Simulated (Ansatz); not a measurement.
**H2O3 (trioxidane): levels of theory compared**

We compute a comparison of 6 runs (HF/STO-3G, B2PLYP/STO-3G, PBE/STO-3G, PBE0/STO-3G, UPBE/STO-3G, wB97X/STO-3G) of H2O3 (trioxidane). 

The calculation is run with Ansatz 0.2.0.

29 further runs of the same task are left out: 1 that didn't finish, 28 set aside as unsound or not needed.

## Step 1: The structure to begin with

H2O3 has 5 atoms, charge 0, and is taken as a singlet. As SMILES, `OOO`. The H4–O1 distance was set to 2.431 Å, away from the relaxed value. At this shape a bond of the SMILES string is far longer than usual.

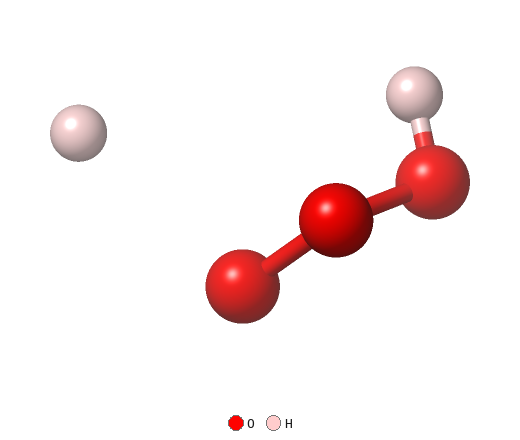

The structure, seen from a chosen angle (oxygen red, hydrogen pink).

## Step 2: A single-point energy at HF/STO-3G (run 1)

Contents of job.yaml:

```yaml
crystal:
  periodic: [false, false, false]
  atoms:
    - {symbol: O, position_ang: [-0.391937, -1.729527, 0.699581]}
    - {symbol: O, position_ang: [0.465053, -1.085907, 1.584551]}
    - {symbol: O, position_ang: [1.768513, -1.093607, 1.099461]}
    - {symbol: H, position_ang: [-1.378730, -0.001520, -0.695970]}
    - {symbol: H, position_ang: [1.905423, -0.236707, 0.661741]}
basis:
  gaussian: {orbitals: STO-3G}
hamiltonian: {xc: hf}
accuracy: high
```

Run with:

```sh
$ ansatz run job.yaml --threads 1 --pin off --max-ram 2610MiB --events-out events.jsonl --progress --plain --runs-dir runs
```

The program printed:

```text
Warning: RAYON_NUM_THREADS=1 ignored (pool sized by the plan → 1); use --threads N
Functional definition: HF
  name "HF"
  exchange = exact_x
  correlation = 0
296 factors; integrals over basis functions are off by at most 3.6e-8 eV
mean field evaluation 1: about -6042.5855 eV, gradient 3.5e1 eV
mean field evaluation 2: about -6042.7614 eV, gradient 3.6e1 eV
mean field evaluation 4: about -6047.2188 eV, gradient 4.7e0 eV
mean field evaluation 8: about -6047.3929 eV, gradient 1.2e-1 eV
mean field -6047.38858363 eV, -222.2374313811 hartree, gradient 2.2e-8 eV, S^2 0.000000; 0 other end points of the search recorded, 0 dependent functions left out
reference -6047.38858363 eV, -222.2374313811 hartree; 13, 13 occupied and 4, 4 virtual orbitals, 296 factors
Total energy: -6047.38858363 eV, -222.2374313811 hartree
```

Wall time 0.16 s (1 thread of Intel Xeon Platinum 8259CL at 2.50GHz (Skylake/Cascade Lake), shared host).

## Step 3: The energy at B2PLYP/STO-3G (run 2)

job.yaml: that of step 2 with these lines changed.

```diff
@@ -9,4 +9,8 @@
 basis:
-  gaussian: {orbitals: STO-3G}
-hamiltonian: {xc: hf}
+  gaussian:
+    orbitals: STO-3G
+hamiltonian:
+  xc: {name: B2PLYP}
+correlation:
+  frozen_orbitals: {H: 0, O: 1}
 accuracy: high
```

Run with:

```sh
$ ansatz run job.yaml --threads 1 --pin off --max-ram 2610MiB --events-out events.jsonl --progress --plain --runs-dir runs
```

The program printed, shortened:

```text
Warning: RAYON_NUM_THREADS=1 ignored (pool sized by the plan → 1); use --threads N
Functional definition: B2PLYP
  name "B2PLYP"
[...]
296 factors; integrals over basis functions are off by at most 3.6e-8 eV
[...]
mean field -6068.00646580 eV, -222.9951245755 hartree, gradient 4.1e-8 eV, S^2 0.000000; 1 other end points of the search recorded, 0 dependent functions left out; unrestricted orbitals would lower it
3 core orbitals not correlated: weight in the atoms' cores, before any rotation towards them, 1.000 or more for the frozen orbitals, at most 0.000 for the correlated occupied ones
reference -6068.00648123 eV, -222.9951251428 hartree; 10, 10 occupied and 4, 4 virtual orbitals, 296 factors
second order -11.67327537 eV of doubles, -0.00000000 eV of singles
Total energy: -6071.15826558 eV, -223.1109510814 hartree
```

It took 2.4 s on 1 thread of Intel Xeon Platinum 8259CL at 2.50GHz (Skylake/Cascade Lake), shared host; peak memory 0.12 GiB.

Runs 3 to 5 aren't shown in full; the table further down has their settings and results.

## Step 4: A single-point energy at wB97X/STO-3G (run 6)

job.yaml: that of step 3 with these lines changed.

```diff
@@ -9,8 +9,4 @@
 basis:
-  gaussian:
-    orbitals: STO-3G
-hamiltonian:
-  xc: {name: B2PLYP}
-correlation:
-  frozen_orbitals: {H: 0, O: 1}
+  gaussian: {orbitals: STO-3G}
+hamiltonian: {xc: {name: wB97X}}
 accuracy: high
```

Run with:

```sh
$ ansatz run job.yaml --threads 1 --pin off --max-ram 2610MiB --events-out events.jsonl --progress --plain --runs-dir runs
```

The program printed, shortened:

```text
Warning: RAYON_NUM_THREADS=1 ignored (pool sized by the plan → 1); use --threads N
Functional definition: wB97X
  name "wB97X"
[...]
      + exact_x_lr(omega)
[...]
      + integral(e_c_pw_opposite_spin*poly(b97_u_opposite, 1, cos1, cos2, cos3, cos4))
296 factors; integrals over basis functions are off by at most 3.6e-8 eV
133 factors; integrals over basis functions are off by at most 7.5e-10 eV
[...]
mean field -6077.08993392 eV, -223.3289358719 hartree, gradient 7.7e-8 eV, S^2 0.000000; 0 other end points of the search recorded, 0 dependent functions left out
reference -6077.08993255 eV, -223.3289358216 hartree; 13, 13 occupied and 4, 4 virtual orbitals, 296 factors
Total energy: -6077.08993255 eV, -223.3289358216 hartree
```

Run time: 6.6 s. Hardware: 1 thread of Intel Xeon Platinum 8259CL at 2.50GHz (Skylake/Cascade Lake), shared host; peak memory 0.23 GiB.

## Step 5: Overview of the runs

```
run          level  frozen core orbitals  energy (Eh)  wall time
  1      HF/STO-3G                     –  -222.237431     0.16 s
  2  B2PLYP/STO-3G                     3  -223.110951      2.4 s
  3     PBE/STO-3G                     –  -223.199300      2.5 s
  4    PBE0/STO-3G                     –  -223.177773      1.5 s
  5    UPBE/STO-3G                     –  -223.236975      4.2 s
  6   wB97X/STO-3G                     –  -223.328936      6.6 s
```

## Step 6: Outcome

| quantity | value |
| --- | --- |
| run 6: total energy | -223.32894 Eh |

**Reading.** Totals of different functionals can't be ranked against each other. In run 2 the log says that unrestricted orbitals would lower the reference, so the values rest on an unstable closed-shell determinant (other closed-shell runs at this shape may share the fault). In runs 1, 2, 3, 4, 5, 6 the basis is minimal, so the values are rough. In runs 1, 2, 3, 4, 6 a closed-shell determinant meets a far-stretched bond, which it describes badly. Spin contamination of the reference: run 5 ⟨S²⟩ = 0.96. Where it is this large, the reference is a mixture of spin states, and values that rest on it are in doubt. All runs together took 17 s, the longest 6.6 s.
